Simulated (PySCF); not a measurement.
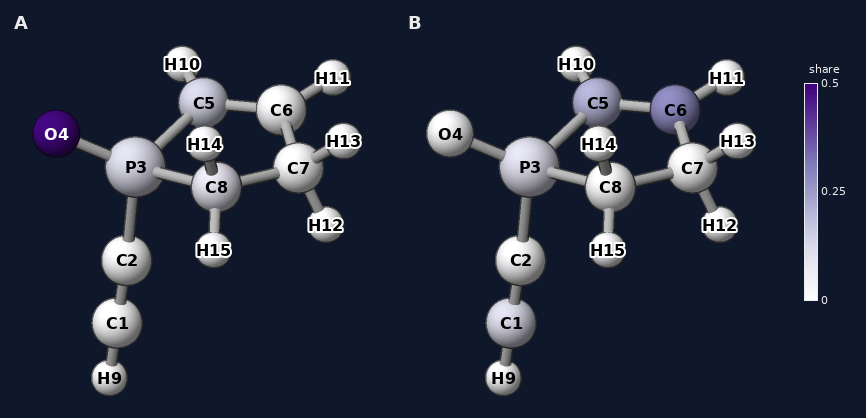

Each panel colours the atoms by their Löwdin share in one orbital (up to four of the largest shares; other atoms are shown as zero). Computed geometry: GFN2-xTB optimisation. No frequency run is at hand to confirm it as a minimum. Computed with B3LYP/def2-SVPD (PySCF 2.14.0).

The panels show the HOMO, LUMO, in some order. Which is which?

Answer. A: HOMO, −7.52 eV; O4 0.49, C5 0.13, P3 0.11, C8 0.08
B: LUMO, −1.21 eV; C6 0.28, C5 0.20, C1 0.12, P3 0.10

The geometry is semi-empirical. Around P such bond lengths and angles can be off by a tenth of an ångström or more and by several degrees, and values that hang on the shape move with them.
